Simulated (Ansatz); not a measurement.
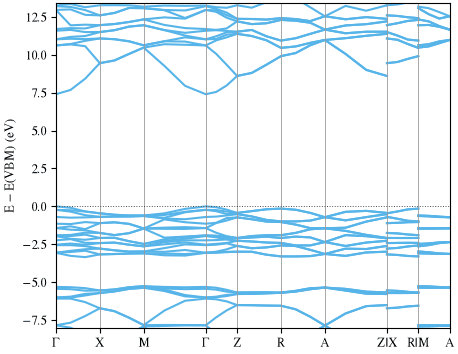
Figure. Band structure from plane-wave PAW HSE06 (Ansatz code)

Read off the gap and where the band edges lie.

About 7.4 eV (7.40 eV among the points solved); maximum at Γ, minimum at Γ.

Pick the material that matches.
(A) SiO2, P4_12_12 (Si on 4a, O on 8b)
(B) ZnF2, rutile
(C) MgF2, rutile

A, SiO2, P4_12_12 (Si on 4a, O on 8b)

The cell was relaxed with HSE06 under the symmetry of its start. The hybrid was solved on a coarse mesh, the path and, where they were found, the r²SCAN edge points; its band edges are the extreme levels among these.

Potentials: the later of the program's two PAW sets.
